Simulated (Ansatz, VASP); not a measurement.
# Cs11Rb41F52: VASP beside Ansatz

Wanted: the spread between two codes on one cell, functional and k mesh. The cell is taken from a series of runs on this material, whose earlier steps may have relaxed or scaled it; both programs get it as it stands.

Program: Ansatz 0.2.0. Level of theory: plane waves, with VASP 6.6.1 beside it; single point at PBE. Results are calculated unless marked as measured.

### 1. Starting point

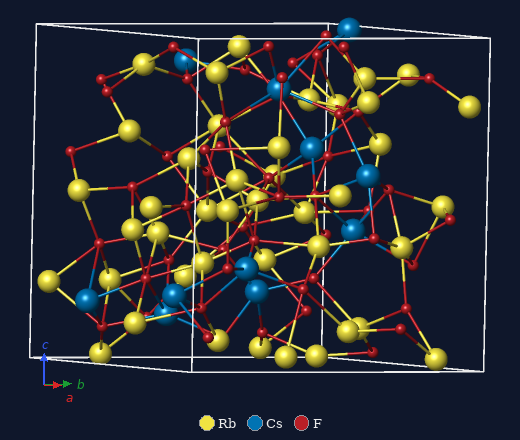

Start, viewed slightly off an axis; rubidium yellow, caesium blue, fluorine red. Some periodic images of atoms are drawn too.

The cell holds 104 atoms: 41 Rb, 11 Cs and 52 F. Cell: a = 14.809 Å, b = 14.809 Å, c = 14.809 Å, α = 90.0°, β = 90.0°, γ = 90.0°.

### 2. Ansatz: single point, PBE

Ansatz runs on its default PAW (the set named soft_2) files.

A single point gives forces, pressure and levels at one fixed geometry, so differences don't come from the geometry; what else differs is listed under the comparison.

input.yaml

```yaml
crystal:
  lattice:
    - [14.8095, 0.0, 0.0]
    - [0.0, 14.8095, 0.0]
    - [0.0, 0.0, 14.8095]
  atoms:
    - { symbol: Rb, position: [0.66232, 0.76069, 0.86436] }
    - { symbol: Rb, position: [0.05312, 0.76982, 0.29391] }
    - { symbol: Rb, position: [0.70768, 0.2285, 0.88514] }
    - { symbol: Rb, position: [0.24255, 0.46449, 0.45094] }
    - { symbol: Rb, position: [0.99146, 0.50144, 0.52796] }
    - { symbol: Rb, position: [0.05028, 0.49975, 0.2456] }
    - { symbol: Rb, position: [0.729, 0.0, 0.48236] }
    - { symbol: Rb, position: [0.28198, 0.77598, 0.4459] }
    - { symbol: Rb, position: [0.93004, 0.8756, 0.03453] }
    - { symbol: Rb, position: [0.09428, 0.21808, 0.23778] }
    - { symbol: Rb, position: [0.43324, 0.94565, 0.65712] }
    - { symbol: Rb, position: [0.1681, 0.69592, 0.03615] }
    - { symbol: Rb, position: [0.72959, 0.29225, 0.56302] }
    - { symbol: Rb, position: [0.93013, 0.6258, 0.80458] }
    - { symbol: Rb, position: [0.54403, 0.97552, 0.86928] }
    - { symbol: Rb, position: [0.09233, 0.00954, 0.23252] }
    - { symbol: Rb, position: [0.98683, 0.29086, 0.67254] }
    - { symbol: Rb, position: [0.22987, 0.19866, 0.68926] }
    - { symbol: Rb, position: [0.63626, 0.771, 0.11421] }
    - { symbol: Rb, position: [0.32717, 0.24937, 0.38778] }
    - { symbol: Rb, position: [0.51153, 0.48611, 0.49228] }
    - { symbol: Rb, position: [0.5722, 0.26808, 0.3083] }
    - { symbol: Rb, position: [0.8477, 0.61811, 0.11422] }
    - { symbol: Rb, position: [0.3501, 0.74439, 0.78693] }
    - { symbol: Rb, position: [0.56313, 0.04562, 0.12842] }
    - { symbol: Rb, position: [0.90129, 0.3765, 0.04082] }
    - { symbol: Rb, position: [0.89046, 0.99489, 0.78895] }
    - { symbol: Rb, position: [0.1686, 0.94452, 0.76163] }
    - { symbol: Rb, position: [0.78593, 0.8301, 0.36284] }
    - { symbol: Rb, position: [0.33588, 0.18396, 0.89358] }
[... 68 atom lines left out ...]
    - { symbol: F, position: [0.69916, 0.19624, 0.17874] }
    - { symbol: F, position: [0.49721, 0.89915, 0.03574] }
    - { symbol: F, position: [0.64278, 0.95025, 0.30298] }
    - { symbol: F, position: [0.45237, 0.40448, 0.34181] }
    - { symbol: F, position: [0.38333, 0.03441, 0.81356] }
    - { symbol: F, position: [0.19085, 0.61282, 0.86959] }
kpoints:
  mp_grid: { grid: [1, 1, 1] }
hamiltonian:
  xc: pbe
scf:
  occupations: { method: fixed }
output:
  forces: true
  stress: true
  populations: true
  dos:
    method: { smearing: { sigma: 0.08 } }
    de: 0.1
    projected: { site_lists: { Cs: [Cs], F: [F], Rb: [Rb] } }
  eigenvalues: true
  write_density: true
  write_potential: true
  volumetric_format: npy
```

Launch:

```sh
$ ansatz run input.yaml --threads 8 --pin off --max-ram 15872MiB --backend cpu --events-out ev --progress --plain --runs-dir out
```

Numbers of over 12 decimals in the logs are rounded to 6 here.

What it wrote:

```text
Engine: ansatz 0.2.0, x86_64-unknown-linux-gnu
Pseudopotentials: kind: paw
Pseudopotential: Rb, paw, valence charge 9, recommended cutoff 420 eV (normal), Rb.paw.azcp
Pseudopotential: Cs, paw, valence charge 9, recommended cutoff 420 eV (normal), Cs.paw.azcp
Pseudopotential: F, paw, valence charge 7, recommended cutoff 420 eV (normal), F.paw.azcp
Functional definition: PBE
  parameter kappa = 0.804
  parameter beta = 0.066725
  exchange = pbe_x(kappa = kappa, mu = beta*pi^2/3)
  correlation = pbe_c(beta = beta)
Crystal: 104 atoms, lattice volume = 3248.039 Å³
Basis set: ecut = 420 eV, 63461 PW (Γ), exchange–correlation on 200×200×200 points (8 copies of the dense FFT grid, shifted against one another)
Bands: 520, of which v1, the nominal top of the filled ones, is band 416 counted from 1 (415 counted from 0)
Symmetry: 1 space group operations
Space group: P1 (ITA 1), of the structure as read, at distance tolerance 1.5e-4 Å
k-points: 1
Non-local potential: Rb, projectors of the file, l = 0: 3, l = 1: 2, l = 2: 2
Non-local potential: Cs, projectors of the file, l = 0: 3, l = 1: 2, l = 2: 2, l = 3: 2
Non-local potential: F, projectors of the file, l = 0: 2, l = 1: 2, l = 2: 1
PAW form: soft (Blöchl's): semilocal exchange-correlation on the pseudo side does not see the compensation charge
PAW one-centre angular grid: Rb, 110 points (default); XC on 64 Gauss nodes
PAW one-centre angular grid: Cs, 194 points (default); XC on 64 Gauss nodes
PAW one-centre angular grid: F, 110 points (default); XC on 64 Gauss nodes
Initial density: superposition of atomic densities (neutral atoms: chi_scale 0, normalization atom), corrected by the library's trained network
Initial wavefunctions: pseudopotential atomic-orbital guess
Functional: x = pbe(κ = 0.804, μ = 0.219515), c = pbe(β = 0.066725)
SCF iter   1: F=—  HF=-238485.363310 eV  |F-HF|=—  |Δ(HF+E_count)|=         —  Δρ=1.21e-3  dr2=8.81e-2  ethr=1.77e-3  ⟨swp⟩=5.0  Hψ=1849  notcnv=0  defer=99
preconditioner: auto → Resta (q_TF=auto, 2.174 Å⁻¹)  ε∞=2.7  [insulator: Δε(μ)=3.406 eV  Ē_g=13.625 eV  n_scr=586 (ndim 8)  ℏωp=17.8 eV  f_vac=0.259  ε∞_Penn≈2.7]
SCF iter   2: F=—  HF=-238485.354830 eV  |F-HF|=—  |Δ(HF+E_count)|=   8.48e-3  Δρ=7.40e-4  dr2=2.48e-2  ethr=1.06e-5  ⟨swp⟩=3.0  Hψ=976  notcnv=0  defer=102
SCF iter   3: F=—  HF=-238485.352981 eV  |F-HF|=—  |Δ(HF+E_count)|=   1.85e-3  Δρ=3.50e-4  dr2=9.29e-3  ethr=2.98e-6  ⟨swp⟩=2.0  Hψ=794  notcnv=0  defer=102
SCF iter   4: F=—  HF=-238485.351464 eV  |F-HF|=—  |Δ(HF+E_count)|=   1.52e-3  Δρ=1.16e-4  dr2=6.43e-4  ethr=1.12e-6  ⟨swp⟩=2.0  Hψ=764  notcnv=0  defer=102
SCF iter   5: F=—  HF=-238485.351453 eV  |F-HF|=—  |Δ(HF+E_count)|=   1.06e-5  Δρ=7.92e-5  dr2=1.47e-4  ethr=7.73e-8  ⟨swp⟩=2.0  Hψ=798  notcnv=0  defer=102
SCF iter   6: F=—  HF=-238485.351495 eV  |F-HF|=—  |Δ(HF+E_count)|=   4.15e-5  Δρ=3.46e-5  dr2=2.86e-5  ethr=1.77e-8  ⟨swp⟩=2.0  Hψ=796  notcnv=0  defer=99
SCF iter   7: F=—  HF=-238485.347291 eV  |F-HF|=—  |Δ(HF+E_count)|=   4.20e-3  Δρ=7.97e-6  dr2=2.21e-6  ethr=3.44e-9  ⟨swp⟩=2.0  Hψ=924  notcnv=0  defer=99
SCF iter   8: F=—  HF=-238485.347291 eV  |F-HF|=—  |Δ(HF+E_count)|=   6.86e-7  Δρ=5.84e-6  dr2=7.76e-7  ethr=2.66e-10  ⟨swp⟩=2.0  Hψ=796  notcnv=0  defer=99
SCF iter   9: F=-238485.347291 eV  HF=-238485.347291 eV  |F-HF|=2.65e-9  |Δ(HF+E_count)|=   1.58e-7  Δρ=9.71e-7  dr2=3.53e-8  ethr=1.20e-11  ⟨swp⟩=20.0  Hψ=5824  notcnv=0
SCF 1 converged in 9 iterations: F = -238485.347291 eV  dr2 = 3.53e-8
  greatest PAW one-centre occupation: 0.973 electrons in one spin orbital (limit 2), on the Rb atom at site 28 (counted from 0), in its partial waves of l = 0
[...]
atom  85  F     -0.65092980     0.29476625     0.39062977
  atom  86  F     -0.09786973     0.07316804     0.03787565
  atom  87  F     -0.03169307     0.08990048    -0.05909853
  atom  88  F      0.15770583    -0.24585602     0.03575188
  atom  89  F     -0.16695544     0.25244291    -0.10828269
  atom  90  F     -0.00480617     0.19237271    -0.21969211
  atom  91  F      0.42483332     0.08561642     0.42673647
  atom  92  F      0.05691245     0.53982042    -0.04894591
  atom  93  F      0.03154702     0.00127272     0.19370970
  atom  94  F     -0.07501662    -0.02021110    -0.35612796
  atom  95  F      0.17454832    -0.62283414     0.17862296
  atom  96  F      0.57437433     0.30000084    -0.43449084
  atom  97  F     -0.25652719     0.05576538     0.20032365
  atom  98  F      0.29617523    -0.71523612    -0.18760181
  atom  99  F     -0.34791066    -0.17584414    -0.22650765
  atom 100  F      0.44906974     0.58336041     0.37074346
  atom 101  F     -0.01374778     0.39777297     0.09384762
  atom 102  F     -0.33960321    -0.59547246    -0.00938641
  atom 103  F     -0.17557786    -0.00538384    -0.47932940
  atom 104  F      0.12844724    -0.20992781    -0.13336188
  max |Σ_I F_I| component: 6.60e-5 eV/Å
--- Stress (GPa, compression-positive) ---
       -0.159890      -0.041575       0.071529
       -0.041575      -0.264959       0.280810
        0.071529       0.280810      -0.215341
  P = ⅓ Tr σ = -0.2134 GPa (-2.134 kbar)
--- Band table (eV) ---
  k-point 0: bands = [... 412 lower, 1.0867, 1.1189, 1.2268, 1.2681, 4.6943, 5.3135, 5.5607, 5.5693, ... 100 higher]
--- Löwdin populations: 104 sites ---
  site symbol       q [e]
     0     Rb      8.1221
     1     Rb      8.1230
     2     Rb      8.1104
     3     Rb      8.1223
     4     Rb      8.1132
     5     Rb      8.1116
     6     Rb      8.1197
     7     Rb      8.1242
     8     Rb      8.1249
     9     Rb      8.1298
    10     Rb      8.1228
    11     Rb      8.1299
    12     Rb      8.1229
    13     Rb      8.1198
    14     Rb      8.1144
    15     Rb      8.1365
    16     Rb      8.1155
    17     Rb      8.1192
    18     Rb      8.1227
    19     Rb      8.1332
    20     Rb      8.1317
    21     Rb      8.1336
    22     Rb      8.1087
    23     Rb      8.1237
[...]
96      F      7.7873
    97      F      7.7943
    98      F      7.7960
    99      F      7.7938
   100      F      7.7875
   101      F      7.7889
   102      F      7.7935
   103      F      7.7916
  spilling = 0.006075 (of n_electrons = 832.000000)
```

The column dr2 measures how far the density is from self-consistency, as an energy; F and HF (Harris–Foulkes) agree once it is small.

### 3. VASP: single point, PBE

The same cell, functional and mesh now go to VASP, with its own data sets and cutoff.

Lines of VASP's logs that name or quote its potential files are left out, and so is its time.

INCAR

```
SYSTEM = Cs11Rb41F52
PREC = Accurate
ENCUT = 520
EDIFF = 1E-05
NELM = 100
ISMEAR = 0
SIGMA = 0.01
LREAL = Auto
ALGO = Fast
GGA = PE
NBANDS = 488
LORBIT = 11
LWAVE = .FALSE.
LCHARG = .FALSE.
ISIF = 2
```

POSCAR

```
Cs11Rb41F52
1.0
   14.8095000000      0.0000000000      0.0000000000
    0.0000000000     14.8095000000      0.0000000000
    0.0000000000      0.0000000000     14.8095000000
Rb Cs F
41 11 52
Direct
    0.6623200000      0.7606900000      0.8643600000
    0.0531200000      0.7698200000      0.2939100000
    0.7076800000      0.2285000000      0.8851400000
    0.2425500000      0.4644900000      0.4509400000
    0.9914600000      0.5014400000      0.5279600000
    0.0502800000      0.4997500000      0.2456000000
    0.7290000000      0.0000000000      0.4823600000
    0.2819800000      0.7759800000      0.4459000000
    0.9300400000      0.8756000000      0.0345300000
    0.0942800000      0.2180800000      0.2377800000
    0.4332400000      0.9456500000      0.6571200000
    0.1681000000      0.6959200000      0.0361500000
    0.7295900000      0.2922500000      0.5630200000
    0.9301300000      0.6258000000      0.8045800000
    0.5440300000      0.9755200000      0.8692800000
    0.0923300000      0.0095400000      0.2325200000
    0.9868300000      0.2908600000      0.6725400000
    0.2298700000      0.1986600000      0.6892600000
    0.6362600000      0.7710000000      0.1142100000
    0.3271700000      0.2493700000      0.3877800000
    0.5115300000      0.4861100000      0.4922800000
    0.5722000000      0.2680800000      0.3083000000
    0.8477000000      0.6181100000      0.1142200000
    0.3501000000      0.7443900000      0.7869300000
    0.5631300000      0.0456200000      0.1284200000
    0.9012900000      0.3765000000      0.0408200000
    0.8904600000      0.9948900000      0.7889500000
    0.1686000000      0.9445200000      0.7616300000
    0.7859300000      0.8301000000      0.3628400000
    0.3358800000      0.1839600000      0.8935800000
[... 68 atom lines left out ...]
    0.6991600000      0.1962400000      0.1787400000
    0.4972100000      0.8991500000      0.0357400000
    0.6427800000      0.9502500000      0.3029800000
    0.4523700000      0.4044800000      0.3418100000
    0.3833300000      0.0344100000      0.8135600000
    0.1908500000      0.6128200000      0.8695900000
```

KPOINTS

```
Automatic mesh
0
Gamma
1 1 1
0 0 0
```

The projector-augmented-wave data sets are Rb_sv, Cs_sv and F (PBE family, release 64).

Launch:

```sh
$ export OMP_NUM_THREADS=5
$ mpirun -np 1 vasp_gam
```

What it wrote:

```text
[banner, memory and clock lines left out]
running    1 mpi-ranks, on    1 nodes
[...]
Offloading initialized ...    1 GPUs detected
[...]
LDA part: xc-table for (Slater+PW92), standard interpolation
 POSCAR, INCAR and KPOINTS ok, starting setup
[...]
entering main loop
       N       E                     dE             d eps       ncg     rms          rms(c)
DAV:   1     0.894148590627E+04    0.89415E+04   -0.44806E+05  1008   0.160E+03
DAV:   2     0.491921544524E+03   -0.84496E+04   -0.82418E+04  1240   0.375E+02
DAV:   3    -0.448824328147E+03   -0.94075E+03   -0.93739E+03  1136   0.130E+02
DAV:   4    -0.490881384525E+03   -0.42057E+02   -0.41971E+02  1280   0.257E+01
[...]
RMM:  22    -0.397617987851E+03   -0.31509E-04   -0.32162E-04  1495   0.143E-02    0.496E-03
RMM:  23    -0.397618004000E+03   -0.16149E-04   -0.15934E-04  1352   0.105E-02    0.306E-03
RMM:  24    -0.397618013628E+03   -0.96284E-05   -0.96660E-05  1078   0.764E-03
   1 F= -.39761801E+03 E0= -.39761801E+03  d E =-.337607E-36
```

OUTCAR, selected parts (step 3):

```text
  FREE ENERGIE OF THE ION-ELECTRON SYSTEM (eV)
  ---------------------------------------------------
  free  energy   TOTEN  =      -397.6180136280 eV

  energy  without entropy=     -397.6180136280  energy(sigma->0) =     -397.61801363
```

The run ends at a pressure of -0.22 GPa, with forces up to 1.1 eV/Å.

### 4. Comparison

Known differences besides the PAW data sets themselves: fixed occupations in Ansatz, narrow Gaussian smearing in VASP; the cutoff is 420 eV in Ansatz and 520 eV in VASP (PREC = Accurate, projectors in real space); VASP leaves aspherical gradient terms in its spheres out (LASPH is not set), Ansatz keeps them. Total energies have different zeros and are not compared.

Both answers:

| quantity | Ansatz | VASP | difference |
| --- | --- | --- | --- |
| pressure (GPa) | -0.21 | -0.22 | +0.01 |
| gap on the k mesh (eV) | 3.426 | 3.408 | +0.018 |

Forces on 10 of the 104 atoms, picked by the larger force of the two programs (eV/Å; atoms numbered as in POSCAR):

| atom | Ansatz x, y, z | VASP x, y, z |
| --- | --- | --- |
| Rb10 | 0.101, 0.714, 0.388 | 0.098, 0.721, 0.385 |
| Rb12 | -0.677, 0.625, -0.248 | -0.701, 0.634, -0.254 |
| Rb16 | 0.164, -0.819, 0.651 | 0.166, -0.827, 0.661 |
| Rb32 | -0.394, 0.615, -0.402 | -0.404, 0.622, -0.401 |
| Rb37 | -0.991, -0.447, 0.085 | -1.012, -0.455, 0.089 |
| Rb40 | -0.258, 0.213, -0.792 | -0.258, 0.217, -0.801 |
| Cs44 | -0.826, 0.367, 0.107 | -0.826, 0.364, 0.119 |
| Cs51 | -0.334, -0.556, 0.457 | -0.329, -0.583, 0.463 |
| F85 | -0.651, 0.295, 0.391 | -0.688, 0.313, 0.405 |
| F100 | 0.449, 0.583, 0.371 | 0.457, 0.601, 0.374 |

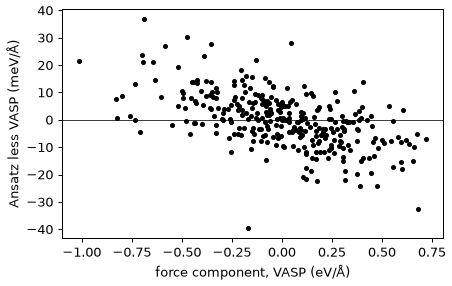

Difference of the force components against their size.

The forces differ by 10 meV/Å r.m.s., which is 3.2 % of the r.m.s. force of 0.32 eV/Å (both taken over all components).

### 5. Outcome

```yaml
r_m_s_force_difference_single_point_pbe: 3.2 % of the r.m.s. force
```

The r.m.s. force difference is 3.2 % of the r.m.s. force (single point, PBE), beyond the 3 % picked in this series as the mark of a large difference. Differences of this kind measure data sets and numerical settings, not the functional's error against experiment.

[Lines on the potential files, build, host, timing and source positions are cut from VASP's logs without a mark.]

[Logs are printed without paths, hosts, clocks, repeated set-up lines and the standing remarks that a program may print on its own settings, such as how far it seeks lower states.]

[Hosts, paths, dates, database ids (printed as entryN), source tags and the programs' standing remarks are cut or masked in the printed files.]
